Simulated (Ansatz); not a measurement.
## Electronic structure of C2H2AlF5O in real space

```json
{"atom": "F", "x (Å)": "0.6844", "y (Å)": "-2.5254", "z (Å)": "1.4012"}
{"atom": "Al", "x (Å)": "1.0681", "y (Å)": "-1.3459", "z (Å)": "0.3330"}
{"atom": "F", "x (Å)": "2.0071", "y (Å)": "-1.7315", "z (Å)": "-0.9561"}
{"atom": "O", "x (Å)": "0.9881", "y (Å)": "0.2937", "z (Å)": "0.8475"}
{"atom": "C", "x (Å)": "0.1805", "y (Å)": "1.1437", "z (Å)": "0.1197"}
{"atom": "C", "x (Å)": "-1.0781", "y (Å)": "0.4025", "z (Å)": "-0.2971"}
{"atom": "F", "x (Å)": "-1.6686", "y (Å)": "0.8656", "z (Å)": "-1.3743"}
{"atom": "F", "x (Å)": "-0.6689", "y (Å)": "-0.9290", "z (Å)": "-0.6251"}
{"atom": "F", "x (Å)": "-1.9695", "y (Å)": "0.2491", "z (Å)": "0.6577"}
{"atom": "H", "x (Å)": "-0.1342", "y (Å)": "2.0089", "z (Å)": "0.7138"}
{"atom": "H", "x (Å)": "0.6564", "y (Å)": "1.5114", "z (Å)": "-0.7997"}
```

Geometry: PBE0-D4/def2-TZVP.

Level of theory: Ansatz 0.2.0, RKS PBE0-D4/def2-TZVPP.

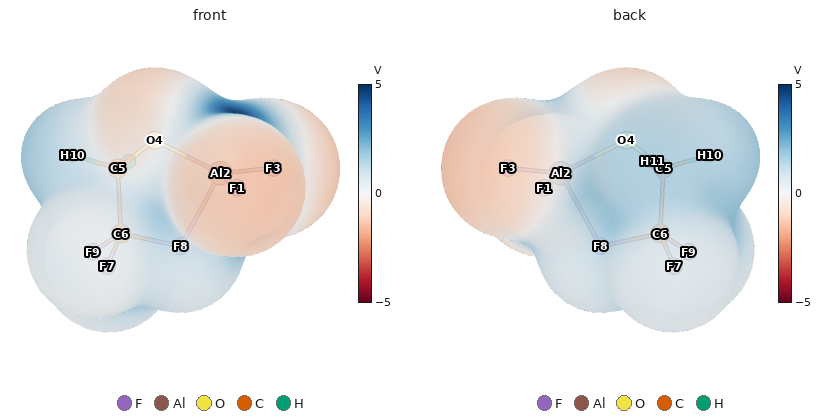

Figure 1. The electrostatic potential painted on the density surface at 0.002 e/bohr³, seen from the front and from behind; red is negative and blue positive.

Q: Describe the electrostatic potential map.

A: The most negative region (about −1.3 V) lies over F1 and F3, the most positive (about +4.2 V) over Al2.

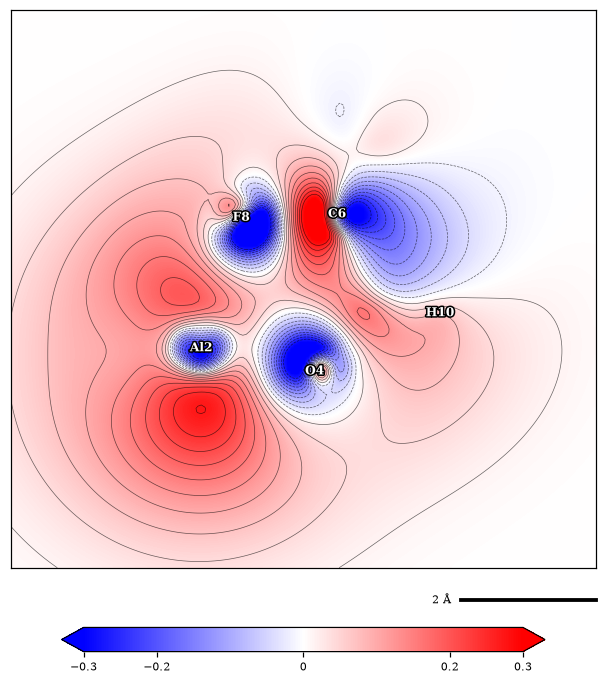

Figure 2. One frontier orbital on the plane of atoms O4, Al2 and F8 (values in Å⁻³ᐟ²; the overall sign is arbitrary).

Q: Which orbital is it: HOMO or LUMO?

A: The LUMO, at −0.21 eV. Its weight (Hirshfeld) is mainly on Al2 (about 50 %), C6 (about 10 %), O4 (about 10 %), F8 (about 5 %), F3 (about 5 %) and F1 (about 5 %).

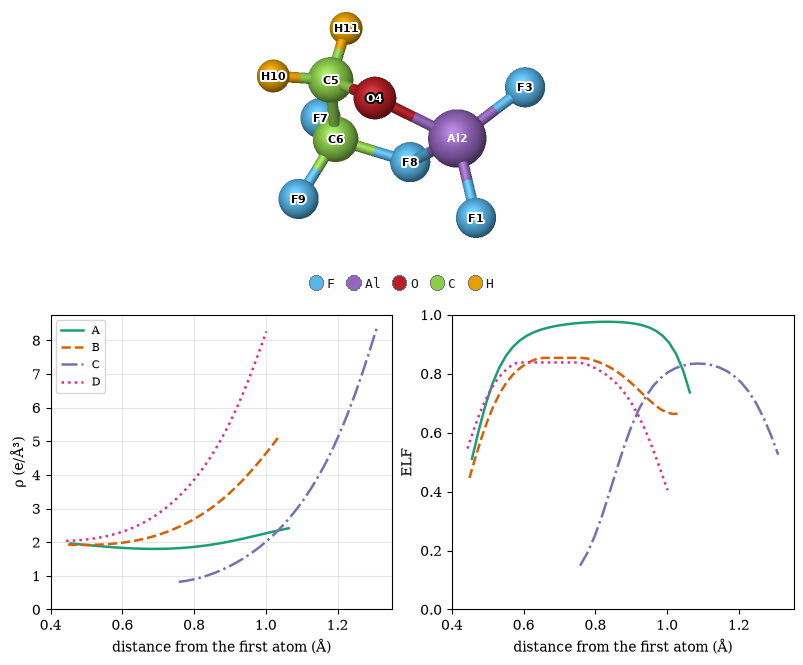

Figure 3. Electron density and ELF along straight lines between neighbouring atoms. The curves leave out the atomic cores. The structure is drawn too.

Q: Which curve belongs to which contact (Al–F, C–C, C–F and C–O)? The first atom named is at distance zero.

A: Curve A: C–C (1.52 Å): ρ at the midpoint is about 1.8 e/Å³; the ELF peaks at about 1 between the atoms, as expected for a shared electron pair. Curve B: C–O (1.38 Å): ρ is about 2.2 e/Å³ halfway, with its minimum of 1.9 e/Å³ about 0.5 Å from C; the ELF peaks at about 0.85 between the atoms: a polar covalent bond. Curve C: Al–F (1.64 Å): ρ is about 0.95 e/Å³ halfway; the ELF peaks at about 0.85 in the valence shell of F, 0.6 Å from its nucleus, and is about 0.30 at the midpoint. Curve D: C–F (1.31 Å): the density is about 2.6 e/Å³ at the midpoint; the ELF peaks at about 0.85 between the atoms (a shared but strongly polarised pair).
